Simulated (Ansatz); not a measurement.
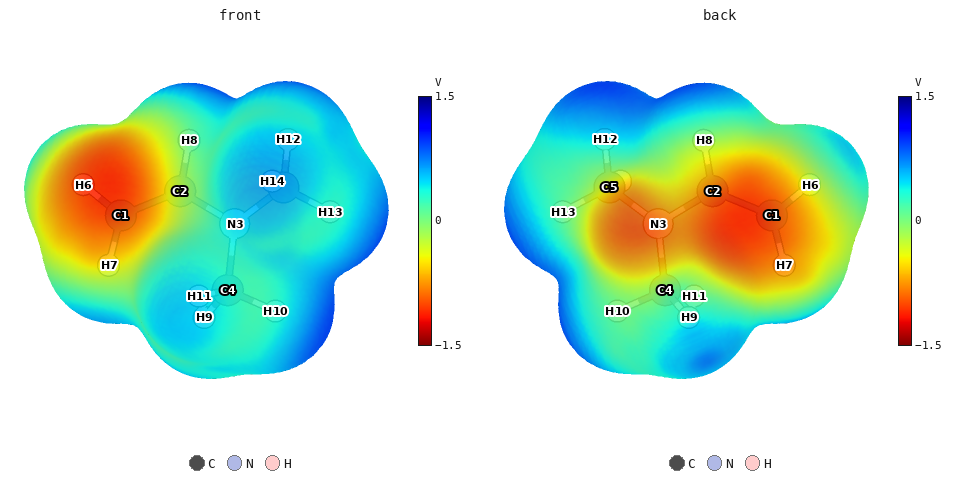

C$_{4}$H$_{9}$N (SMILES C=CN(C)C). The molecular electrostatic potential painted on the density surface at 0.002 e/bohr³, seen from the front and from behind; the colour scale runs from red (negative) to blue (positive).

Geometry: PBE0-D4/def2-TZVP.

Theory: RKS PBE0-D4/def2-TZVPP (Ansatz 0.2.0).

```xyz
14

C    -1.8655    0.8582    0.3139
C    -0.9347   -0.0374    0.6614
N     0.3736   -0.0868    0.2484
C     0.7942    0.8431   -0.7612
C     1.0158   -1.3756    0.2223
H    -2.8410    0.8159    0.7772
H    -1.6873    1.6471   -0.4047
H    -1.1862   -0.8200    1.3726
H     0.5533    1.8624   -0.4515
H     1.8749    0.7708   -0.8925
H     0.3113    0.6601   -1.7341
H     0.7032   -1.9582    1.0906
H     2.1006   -1.2529    0.2685
H     0.7749   -1.9558   -0.6819
```

**Which sites attract a positive test charge, and which a negative one?**

A positive charge is drawn to the negative regions and a negative charge to the positive ones. The most negative region (about −1.1 V, or −25 kcal/mol for a unit charge) lies over the π face of C1 and C2, the most positive (about +0.9 V, or +21 kcal/mol for a unit charge) over H8, H10, H12 and H13.
